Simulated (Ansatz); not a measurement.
Band structure of NbRe (Cmmm, 2 atoms in the cell).

```yaml
crystal:
  lattice:
    - [1.58475, -2.24947, 0.00000]
    - [1.58475, 2.24947, 0.00000]
    - [0.00000, 0.00000, 4.50583]
  atoms:
    - { symbol: Nb, position: [0.00000, 0.00000, 0.00000] }
    - { symbol: Re, position: [0.50000, 0.50000, 0.50000] }
```

Method: LDA (PW92), PAW files made with PBE (plane waves; Ansatz, a quantum-chemistry and plane-wave program).

Settings: kpoints.mp_grid.grid = 13 13 8; hamiltonian.xc = lda; hamiltonian.pseudopotentials = {kind: paw} (the program's default PAW files); scf.occupations.method = gaussian; scf.occupations.width = 0.272 eV; kpoints.band_path.npoints = 8.

The starting cell comes from a database of computed structures (which also holds hypothetical and non-ambient phases and stackings), without a prior relaxation at this level. Its lattice was rescaled by a random factor within 2.5 % of one. Spin-orbit coupling is off. Spin polarisation is off.

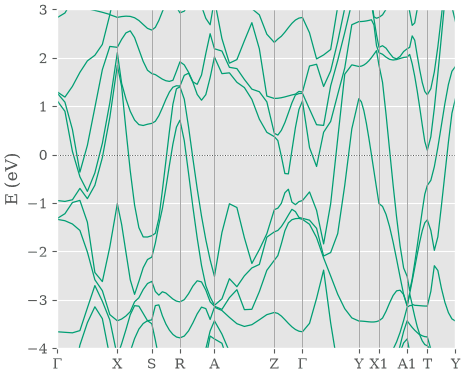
Fig. 1. Bands along the path, energies from the Fermi level.

Levels in eV from the Fermi level, bands 11 to 17:
| point | 11 | 12 | 13 | 14 | 15 | 16 | 17 |
|---|---|---|---|---|---|---|---|
| Γ | -3.66 | -1.34 | -1.32 | -0.95 | 1.11 | 1.27 | 1.29 |
| X | -4.17 | -3.43 | -1.01 | 1.85 | 2.11 | 2.22 | 2.84 |
| S | -3.41 | -2.62 | -2.12 | -1.68 | 0.65 | 1.67 | 2.57 |
| R | -3.79 | -3.04 | 0.71 | 1.40 | 1.42 | 1.92 | 2.93 |
| A | -3.15 | -3.13 | -3.11 | -2.51 | 2.02 | 2.19 | 3.20 |
| Z | -3.26 | -2.18 | -1.60 | -1.14 | 0.37 | 0.44 | 1.16 |
| Y | -5.33 | -3.44 | 1.16 | 1.82 | 2.75 | 3.77 | 4.68 |
| X1 | -4.17 | -3.43 | -1.01 | 1.85 | 2.11 | 2.22 | 2.84 |
| A1 | -3.15 | -3.13 | -3.11 | -2.51 | 2.02 | 2.19 | 3.20 |
| T | -3.77 | -3.13 | -1.35 | -0.64 | 0.09 | 1.24 | 3.83 |

Bands cross the Fermi level along this path, so the cell is metallic at this level.

Keys are those of Ansatz 0.2.
